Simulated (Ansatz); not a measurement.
```
Sn Ge
1.0
     0.03357   -7.17918   -0.79246
    -3.82868   -0.01427   -0.06729
     0.12756    2.67186   -7.85653
Sn Ge
2 8
Cartesian
  -1.8976 -3.5967 -0.4299
  0.0000 0.0000 0.0000
  -3.7843 -2.1594 -2.2033
  -1.8532 -5.7419 -2.5659
  -3.7549 -4.2515 -3.6498
  -1.8574 -0.6547 -3.2200
  -1.8102 -3.8668 -5.4963
  0.0874 -0.2701 -5.0664
  -1.8144 1.2203 -6.1504
  0.1167 -2.3622 -6.5129
```

Space group C2/m; a structure generated by program, which may or may not match a known phase; changed on purpose from its base cell (the structure that the rattled cell fell into).

Level of theory: DFT PBE, scalar-relativistic, plane waves, PAW (Ansatz 0.2.0).

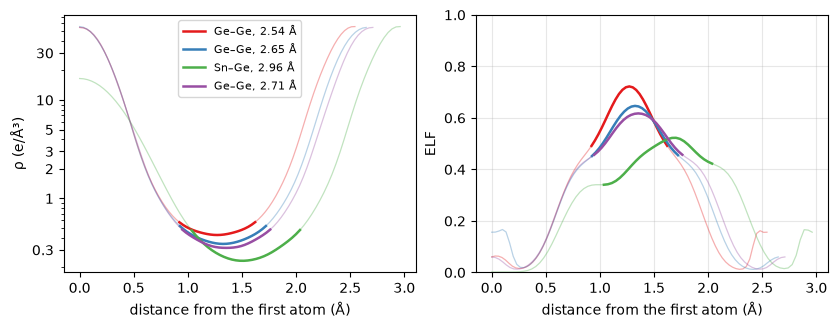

SnGe4. Valence charge density (pseudo) and ELF along straight lines between neighbouring atoms. Thin, pale parts lie inside the atomic spheres.

The density is the valence pseudo-density of a PAW calculation; it isn't the true density close to the nuclei.

Q: What can be read from the curves?

A: Ge–Ge (2.54 Å): ρ at the midpoint is about 0.42 e/Å³; the ELF peaks at about 0.70 between the atoms.
Ge–Ge (2.65 Å): ρ is about 0.35 e/Å³ halfway; the ELF peaks at about 0.65 between the atoms.
Sn–Ge (2.96 Å): the density is about 0.23 e/Å³ at the midpoint; the ELF is about 0.50 at the midpoint.
Ge–Ge (2.71 Å): ρ is about 0.31 e/Å³ halfway; the ELF peaks at about 0.60 between the atoms.
